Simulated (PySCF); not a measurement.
| atom | x (Å) | y (Å) | z (Å) |
| --- | --- | --- | --- |
| O | 3.2023 | 0.2881 | -0.0970 |
| Si | 2.1098 | -0.8908 | -0.3346 |
| C | 0.3440 | -0.2488 | -0.1019 |
| C | 0.0558 | 1.1135 | -0.1069 |
| C | -1.2383 | 1.5812 | 0.0404 |
| C | -2.2867 | 0.6913 | 0.1956 |
| C | -1.9990 | -0.6615 | 0.1988 |
| F | -3.0131 | -1.5444 | 0.3525 |
| C | -0.7126 | -1.1396 | 0.0536 |
| H | 3.2644 | 0.7728 | 0.7219 |
| H | 2.3686 | -1.2482 | -1.7220 |
| H | 2.3139 | -1.9919 | 0.6111 |
| H | 0.8623 | 1.8214 | -0.2340 |
| H | -1.4356 | 2.6432 | 0.0355 |
| H | -3.3051 | 1.0270 | 0.3120 |
| H | -0.5384 | -2.2044 | 0.0635 |

Geometry: GFN2-xTB.

Method: PySCF 2.14.0, PBE0/pcSseg-1, SCF density, gas phase, non-relativistic.

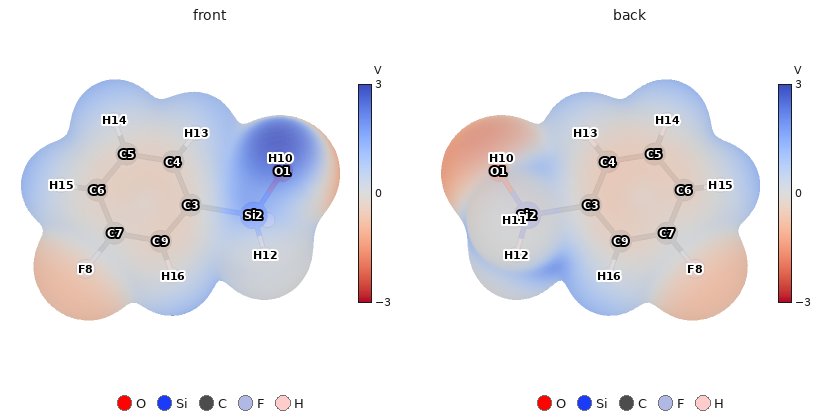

C$_{6}$H$_{7}$FOSi (SMILES O[SiH2]c1cccc(F)c1). The electrostatic potential painted on the density surface at 0.002 e/bohr³, seen from the front and from behind; the colour scale runs from red (negative) to blue (positive).

**Describe the electrostatic potential map.**

The most negative region (about −1.3 V) lies over O1, the most positive (about +2.6 V) over H10. O1 is the likeliest acceptor of a hydrogen bond.
